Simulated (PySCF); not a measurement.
## Electronic structure of C₆H₁₀BClO in real space

```yaml
atoms:
  - { symbol: C, position_ang: [-2.7617, 0.0904, 0.1786] }
  - { symbol: O, position_ang: [-1.4948, 0.3067, -0.3948] }
  - { symbol: C, position_ang: [-0.3827, -0.0692, 0.4059] }
  - { symbol: B, position_ang: [0.9794, 0.5771, -0.1679] }
  - { symbol: C, position_ang: [1.1683, 2.0917, -0.4856] }
  - { symbol: C, position_ang: [1.9861, -0.6207, -0.3897] }
  - { symbol: C, position_ang: [1.1909, -1.8332, 0.0051] }
  - { symbol: C, position_ang: [-0.0404, -1.5478, 0.4060] }
  - { symbol: Cl, position_ang: [-1.1546, -2.7417, 0.9665] }
  - { symbol: H, position_ang: [-2.8345, 0.5598, 1.1681] }
  - { symbol: H, position_ang: [-3.4791, 0.5571, -0.4956] }
  - { symbol: H, position_ang: [-2.9997, -0.9725, 0.2732] }
  - { symbol: H, position_ang: [-0.5802, 0.2371, 1.4501] }
  - { symbol: H, position_ang: [0.3731, 2.4218, -1.1528] }
  - { symbol: H, position_ang: [1.0589, 2.6954, 0.4145] }
  - { symbol: H, position_ang: [2.1224, 2.3436, -0.9410] }
  - { symbol: H, position_ang: [2.8966, -0.5516, 0.2118] }
  - { symbol: H, position_ang: [2.3332, -0.7091, -1.4227] }
  - { symbol: H, position_ang: [1.6088, -2.8258, -0.0369] }
```

Geometry: GFN2-xTB.

These are results of PBE0/pcSseg-1, SCF density, gas phase, non-relativistic (PySCF), not measurements.

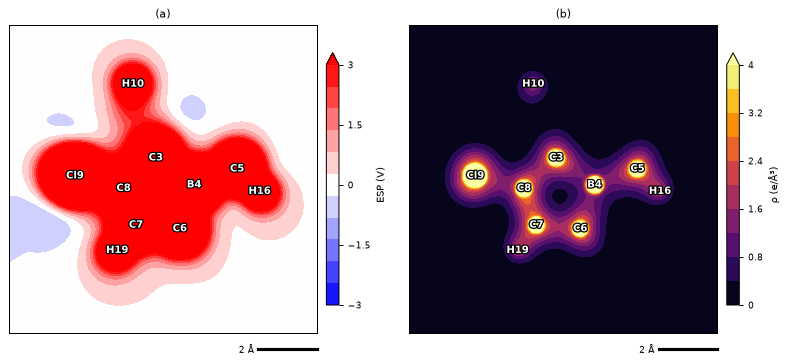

Figure 1. (a) electrostatic potential; (b) electron density on the plane of atoms C3, C8 and Cl9.

**Interpret the plot.**

The section cuts through C, B, Cl and H sites.
C–C (1.33 Å): ρ is about 2.3 e/Å³ halfway.
C–B (1.56 Å): the density is about 1.4 e/Å³ at the midpoint.
C–Cl (1.73 Å): ρ at the midpoint is about 1.5 e/Å³.
C–H (1.08 Å): the density is about 2.1 e/Å³ at the midpoint.
C–C (1.50 Å): the density is about 1.7 e/Å³ at the midpoint.
Outside the dense part of the molecule the potential is most negative (−0.6 V) near Cl9.

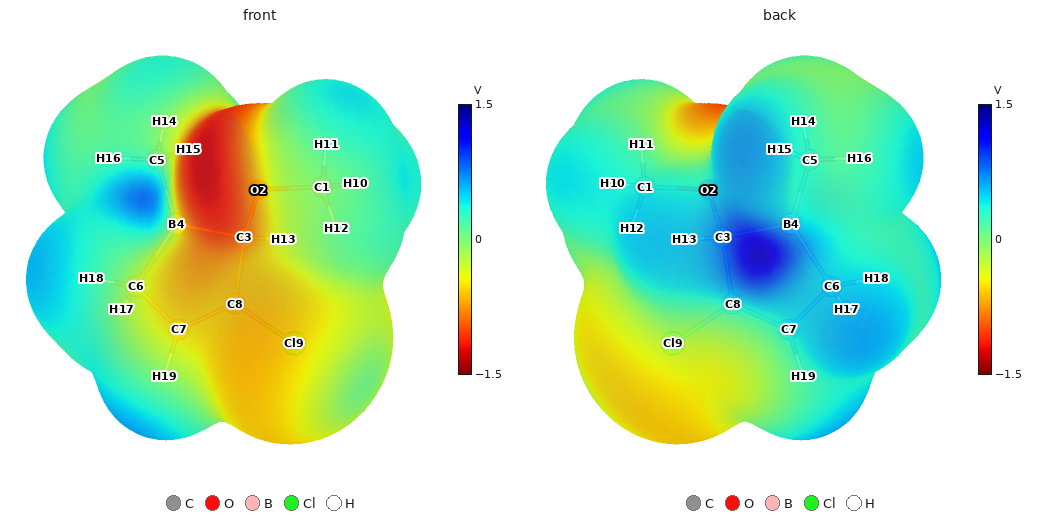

Figure 2. The molecular electrostatic potential painted on the density surface at 0.001 e/bohr³, seen from the front and from behind; the colour scale runs from red (negative) to blue (positive).

**Which sites attract a positive test charge, and which a negative one?**

A positive charge is drawn to the negative regions and a negative charge to the positive ones. The most negative region (about −1.2 V, or −28 kcal/mol for a unit charge) lies over O2, the most positive (about +1.1 V, or +25 kcal/mol for a unit charge) over B4. O2 is the likeliest acceptor of a hydrogen bond.

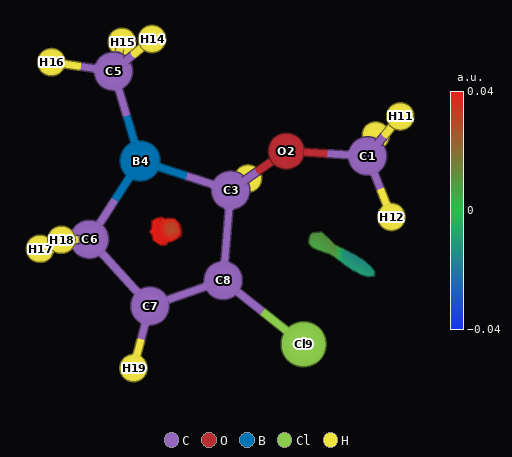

Figure 3. Non-covalent interaction (NCI) plot: the surface where the reduced density gradient is 0.5, for densities under 0.05 a.u., coloured by sign(λ₂)ρ; seen across its widest extent.

**Which non-covalent interactions does the plot reveal?**

Between H12 and C1 on one side and Cl9 on the other: a weak contact, attractive (blue-green) on one side and crowded (olive to red) on the other; inside the ring or cage of C3, B4, C6, C7 and C8: steric crowding (red).
